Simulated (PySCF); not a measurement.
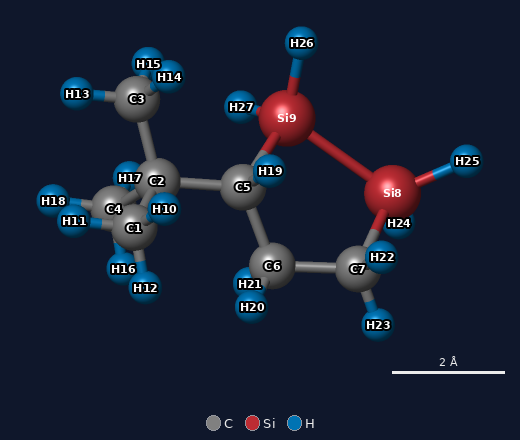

The input geometry of run A (ball-and-stick view, seen at a tilt; atoms are numbered from 1 in the order of the input). Bond lengths as drawn: C–C 1.53 to 1.55 Å, C–H 1.10 to 1.11 Å, C–Si 1.91 to 1.92 Å, H–Si 1.50 Å and Si–Si 2.34 Å.

## What a change does: NMR shielding calculation on C₇H₁₈Si₂

System: C₇H₁₈Si₂.
Method of run A: GIAO PBE0/pcSseg-1 NMR shielding, non-relativistic, IEF-PCM chloroform (PySCF 2.14.0).

The geometry comes from this level: PBE0-D3(BJ)/def2-SVP. Text and figures count atoms from 1; the logs count them from 0 in places.

**Input file, run A**
```
{"job": {"kind": "nmr", "xc": "PBE0", "basis": "pcSseg-1", "solvent": "chloroform", "pop": false}, "charge": 0, "multiplicity": 1}
C     -1.726409    -1.488620    -0.461517
C     -1.278784    -0.025565    -0.354586
C     -2.223442     0.692578     0.613249
C     -1.381638     0.630572    -1.733937
C      0.167645     0.046726     0.200904
C      1.256511    -0.577017    -0.692530
C      2.630665    -0.599677    -0.009748
Si     3.053207     1.168596     0.567462
Si     0.800994     1.776799     0.754129
H     -1.666805    -1.992886     0.516334
H     -2.770656    -1.549858    -0.807399
H     -1.111838    -2.057738    -1.174410
H     -3.270146     0.594306     0.284491
H     -2.148116     0.272113     1.629018
H     -1.998820     1.769897     0.677276
H     -0.778249     0.099335    -2.484682
H     -1.047322     1.679406    -1.709704
H     -2.425694     0.621937    -2.084838
H      0.168872    -0.526206     1.150756
H      0.968534    -1.602040    -0.981357
H      1.332477    -0.009559    -1.637628
H      2.598533    -1.254948     0.878240
H      3.403599    -1.010642    -0.678181
H      3.789191     1.926352    -0.493882
H      3.871414     1.198066     1.819393
H      0.335882     2.145637     2.126590
H      0.404287     2.877295    -0.180999
```

The first line tells a small driver script what to run in PySCF; the rest is the geometry in Å.

Command:
```bash
OMP_NUM_THREADS=1 python <driver script> task.json out
```

Hardware: 1 CPU thread, shared host.

**Output (run A)**
```
coarse grid: 22016 points
cycle   1  E = -855.8061705316  dE =  5.357e-01  |g| = 4.949e-01  |ddm| = 4.453e+00
cycle   2  E = -855.7775184681  dE =  2.865e-02  |g| = 5.939e-01  |ddm| = 1.086e+00
cycle   3  E = -855.8732261075  dE = -9.571e-02  |g| = 5.597e-02  |ddm| = 6.698e-01
cycle   4  E = -855.8738185716  dE = -5.925e-04  |g| = 2.986e-02  |ddm| = 9.211e-02
cycle   5  E = -855.8740360914  dE = -2.175e-04  |g| = 4.055e-03  |ddm| = 3.067e-02
cycle   6  E = -855.8740393215  dE = -3.230e-06  |g| = 1.555e-03  |ddm| = 4.766e-03
final grid: 199008 points
cycle   7  E = -855.9311696364  dE = -8.830e-05  |g| = 1.056e-02  |ddm| = 5.171e-02
cycle   8  E = -855.9311525198  dE =  1.712e-05  |g| = 1.318e-02  |ddm| = 2.412e-02
cycle   9  E = -855.9311992513  dE = -4.673e-05  |g| = 9.065e-04  |ddm| = 1.414e-02
cycle  10  E = -855.9311994156  dE = -1.643e-07  |g| = 3.924e-04  |ddm| = 1.409e-03
cycle  11  E = -855.9311994527  dE = -3.714e-08  |g| = 6.358e-05  |ddm| = 3.885e-04
cycle  12  E = -855.9311994535  dE = -7.710e-10  |g| = 2.554e-05  |ddm| = 7.854e-05
converged SCF energy = -855.9311994535

GIAO shielding tensors (ppm)
atom      isotropic    diamagn.    paramagn.     s11        s22        s33       span
  0 C      152.751     248.331     -95.580    129.441    143.182    185.630     56.189
  1 C      152.044     240.935     -88.891    147.375    149.140    159.617     12.242
  2 C      148.295     249.048    -100.753    127.187    136.961    180.736     53.549
  3 C      160.154     248.453     -88.299    147.334    148.499    184.629     37.296
  4 C      139.723     254.463    -114.740    117.805    129.917    171.448     53.644
  5 C      155.698     248.693     -92.994    137.368    162.868    166.859     29.491
  6 C      173.205     250.632     -77.427    158.133    166.338    195.145     37.011
  7 Si     415.545     880.505    -464.959    381.734    395.837    469.064     87.330
  8 Si     423.562     882.184    -458.622    394.882    403.609    472.194     77.311
  9 H       30.505      31.794      -1.289     26.883     27.899     36.732      9.849
 10 H       30.296      31.387      -1.091     26.263     27.613     37.013     10.750
 11 H       29.692      32.039      -2.346     24.729     29.245     35.103     10.373
 12 H       30.216      31.282      -1.066     26.072     27.550     37.026     10.955
 13 H       30.173      31.800      -1.627     26.682     27.903     35.935      9.253
 14 H       30.045      31.712      -1.667     25.314     29.894     34.926      9.612
 15 H       30.302      32.099      -1.798     25.649     29.485     35.771     10.123
 16 H       30.130      32.119      -1.988     25.073     29.776     35.542     10.469
 17 H       30.571      31.340      -0.769     26.655     27.824     37.236     10.582
 18 H       30.570      36.118      -5.548     27.242     31.143     33.326      6.085
 19 H       29.077      33.306      -4.229     21.764     30.598     34.868     13.104
 20 H       30.218      33.787      -3.569     24.802     31.105     34.747      9.945
 21 H       30.658      30.835      -0.176     25.510     28.506     37.959     12.449
 22 H       29.793      28.422       1.372     23.982     27.241     38.157     14.176
 23 H       27.554      28.819      -1.265     24.345     24.628     33.689      9.343
 24 H       27.424      28.510      -1.086     24.057     24.509     33.705      9.648
 25 H       27.580      30.196      -2.616     23.491     25.898     33.351      9.860
 26 H       27.474      30.539      -3.065     23.355     26.776     32.291      8.936
```

The input of run B differs as follows (lines with − go, lines with + come):
```diff
-"solvent": "chloroform"
-"pop": false
+"solvent": "acetone"
+"pop": true
```

What does this change do to the results?

The total energy of run B is 0.29 kcal/mol lower: the change of the electrostatic solvation energy at this fixed geometry, without cavity or dispersion terms. The dipole moment goes from 1.46 to 1.57 D. Of all shieldings, the largest change is that of C1, by +0.3 ppm. The number of SCF iterations is the same.

**Output (run B)**
```
coarse grid: 22016 points
cycle   1  E = -855.8070121552  dE =  5.350e-01  |g| = 4.933e-01  |ddm| = 4.452e+00
cycle   2  E = -855.7803007566  dE =  2.671e-02  |g| = 5.872e-01  |ddm| = 1.075e+00
cycle   3  E = -855.8737697130  dE = -9.347e-02  |g| = 5.341e-02  |ddm| = 6.516e-01
cycle   4  E = -855.8742914409  dE = -5.217e-04  |g| = 2.943e-02  |ddm| = 8.698e-02
cycle   5  E = -855.8745029221  dE = -2.115e-04  |g| = 3.886e-03  |ddm| = 2.995e-02
cycle   6  E = -855.8745058426  dE = -2.920e-06  |g| = 1.493e-03  |ddm| = 4.535e-03
final grid: 199008 points
cycle   7  E = -855.9316273319  dE = -8.837e-05  |g| = 1.052e-02  |ddm| = 5.166e-02
cycle   8  E = -855.9316110111  dE =  1.632e-05  |g| = 1.306e-02  |ddm| = 2.406e-02
cycle   9  E = -855.9316568935  dE = -4.588e-05  |g| = 8.670e-04  |ddm| = 1.382e-02
cycle  10  E = -855.9316570391  dE = -1.455e-07  |g| = 3.850e-04  |ddm| = 1.313e-03
cycle  11  E = -855.9316570749  dE = -3.580e-08  |g| = 6.305e-05  |ddm| = 3.799e-04
cycle  12  E = -855.9316570756  dE = -7.522e-10  |g| = 2.473e-05  |ddm| = 7.797e-05
converged SCF energy = -855.9316570756

GIAO shielding tensors (ppm)
atom      isotropic    diamagn.    paramagn.     s11        s22        s33       span
  0 C      153.004     248.413     -95.409    129.765    143.373    185.875     56.110
  1 C      152.022     240.850     -88.827    147.345    149.117    159.605     12.260
  2 C      148.466     249.174    -100.708    127.310    137.122    180.964     53.654
  3 C      160.294     248.549     -88.255    147.429    148.642    184.812     37.383
  4 C      139.736     254.432    -114.697    117.657    129.962    171.587     53.930
  5 C      155.820     248.714     -92.894    137.417    163.033    167.010     29.593
  6 C      173.306     250.652     -77.345    158.216    166.447    195.257     37.041
  7 Si     415.442     880.519    -465.076    381.614    395.621    469.092     87.479
  8 Si     423.471     882.196    -458.725    394.707    403.467    472.239     77.532
  9 H       30.492      31.794      -1.302     26.860     27.887     36.728      9.868
 10 H       30.294      31.385      -1.091     26.250     27.614     37.019     10.769
 11 H       29.680      32.032      -2.352     24.706     29.233     35.100     10.393
 12 H       30.202      31.284      -1.082     26.050     27.538     37.018     10.969
 13 H       30.160      31.811      -1.650     26.674     27.886     35.922      9.249
 14 H       30.062      31.746      -1.684     25.332     29.913     34.941      9.609
 15 H       30.282      32.099      -1.817     25.627     29.465     35.755     10.128
 16 H       30.146      32.153      -2.007     25.086     29.796     35.555     10.469
 17 H       30.563      31.344      -0.781     26.642     27.817     37.231     10.589
 18 H       30.506      36.057      -5.551     27.167     31.071     33.279      6.112
 19 H       29.058      33.285      -4.227     21.733     30.576     34.865     13.132
 20 H       30.196      33.764      -3.568     24.773     31.082     34.733      9.960
 21 H       30.618      30.794      -0.175     25.459     28.459     37.937     12.477
 22 H       29.776      28.391       1.385     23.949     27.224     38.155     14.207
 23 H       27.587      28.867      -1.280     24.383     24.666     33.711      9.328
 24 H       27.447      28.548      -1.101     24.085     24.534     33.722      9.637
 25 H       27.609      30.249      -2.640     23.528     25.929     33.370      9.842
 26 H       27.495      30.585      -3.090     23.383     26.803     32.300      8.917
```

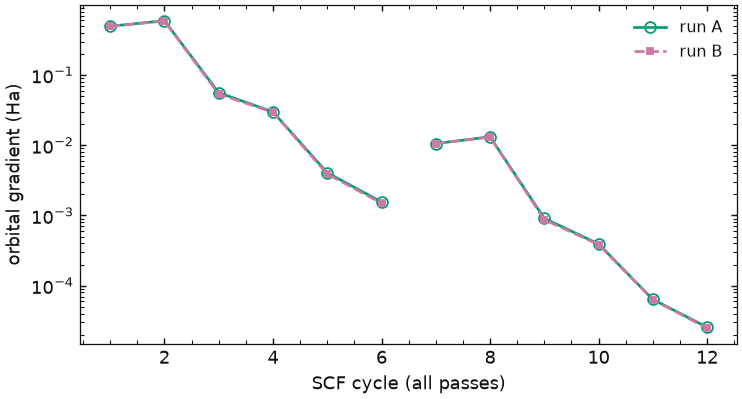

Convergence of the two runs: orbital gradient against the SCF cycle. A break in a curve parts two SCF passes (coarse and final grid). Run A takes 12 cycles in all, and run B takes 12.

**The two runs side by side**

| quantity | run A | run B |
| --- | --- | --- |
| outcome | converged | converged |
| total energy (hartree) | −855.931199 | −855.931657 |
| HOMO (eV) | −7.25 | −7.23 |
| LUMO (eV) | 0.40 | 0.42 |
| dipole moment (D) | 1.46 | 1.57 |
| shielding of C1 (ppm) | 152.8 | 153.0 |
| shielding of C3 (ppm) | 148.3 | 148.5 |
| shielding of C4 (ppm) | 160.2 | 160.3 |
| shielding of C6 (ppm) | 155.7 | 155.8 |
| shielding of C7 (ppm) | 173.2 | 173.3 |
| shielding of Si8 (ppm) | 415.5 | 415.4 |
| shielding of Si9 (ppm) | 423.6 | 423.5 |
| SCF iterations | 12 | 12 |
| basis functions | 257 | 257 |
| wall time (shared host) | 74 s | 71 s |
